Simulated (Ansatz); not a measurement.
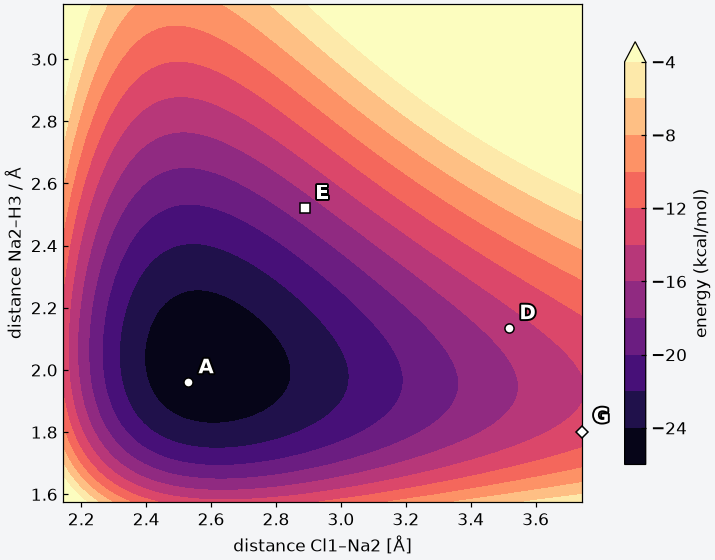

The system Cl⁻ + NaH. Coordinates scanned: (1) distance Cl1–Na2; (2) distance Na2–H3. Nothing is relaxed (the angle Cl1–Na2–H3 is fixed at 100 degrees). Grid: 10 × 10 points. Points are written as (first, second). Energies are in kcal/mol, from Cl with charge -1 far from the relaxed NaH (each part in its own basis). The reference is spin-restricted, so regions where a bond is pulled apart into radicals lie too high. The calculation used RKS wB97X-V/def2-SVPD in Ansatz.

Drawn: filled contours, one colour for all values above the top of the scale, lettered points. Between grid points the surface is interpolated.

Question: Rank the lettered points by energy, lowest first.

Answer: A (−25.3 kcal/mol), E (−17.0 kcal/mol), D (−15.0 kcal/mol), G (−13.1 kcal/mol).

Question: What kind of point is each of A, D, E: minimum, saddle, maximum or slope?

Answer: A: minimum; D: on a slope; E: on a slope. (In these two coordinates alone; a stationary point may lie a little off the grid point.)
